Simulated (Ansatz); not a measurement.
Where the default PAW files enter, the runs use the earlier of Ansatz's two default sets.

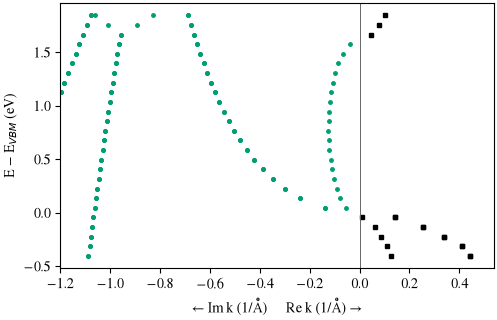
Figure: Complex bands at the centre of the two-dimensional zone; r2SCAN (Ansatz, a quantum-chemistry and plane-wave program)

No gap correction and no spin-orbit coupling; mid-gap is the computed energy nearest the middle.

Problem. This is CdS (P6_3mc, wurtzite, 4 atoms a cell, 25.5 Å³ an atom) along the normal of (001). Read off the slowest decay at the centre of the two-dimensional zone at 0.77 eV, the computed energy nearest the middle of the gap.

Solution. κ ≈ 0.12 1/Å, a decay length 1/(2κ) of the density of 4.0 Å.
